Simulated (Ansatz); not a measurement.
Cost and result by functional for the adsorption energy of CH3 on the 1x1 (0001) surface of hcp Ru, one in a 2x2 cell, started at the site 'bridge Ru-Ru (span 2.7 Å)', in Ansatz (plane waves, PAW). Single points on the PBE structure, on one kind of machine; costs are rough ratios of the slab run's core time (references not counted) to the cheapest single point. r2SCAN's cost holds its higher cutoff (500 against 420 eV). Differences are taken against r2SCAN for comparison alone: no measured value is at hand, so the table doesn't rank accuracy.

Slab: 20 atoms, 6.3 Å thick at the start under the adsorbate (thin: gaps and levels are the slab's own); k 6x6x1, smearing 0.1 eV, dipole-corrected; 8 atoms held, the rest relaxed; no symmetry held; no spin, no spin-orbit, no U, no dispersion correction. At the end it is bonded to 3 Ru. In PBE it is, or lies within 0.03 eV of, the lowest of the starts that converged. These notes are the PBE run's. Adsorption energies are against CH4(g) − ½ H2(g). A negative adsorption energy means that the adsorbate is more stable on the surface than in its reference.

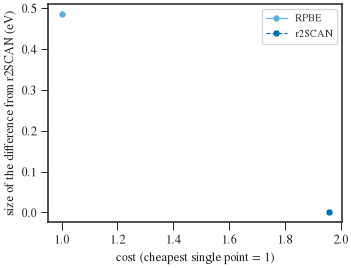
Fig. 1. Difference from r2SCAN against cost

```json
[
 {"functional": "RPBE", "relative cost": "1", "adsorption energy (eV)": "0.67", "less r2SCAN (eV)": "0.49"},
 {"functional": "r2SCAN", "relative cost": "2", "adsorption energy (eV)": "0.19", "less r2SCAN (eV)": "0.00"},
 {"functional": "PBE (the relaxed run's value)", "relative cost": "–", "adsorption energy (eV)": "0.35", "less r2SCAN (eV)": "0.16"}
]
```

The values span 0.49 eV, while the single points' costs differ by a factor of roughly 2. Differences are of unrounded values.

Ansatz is a quantum-chemistry and plane-wave program.
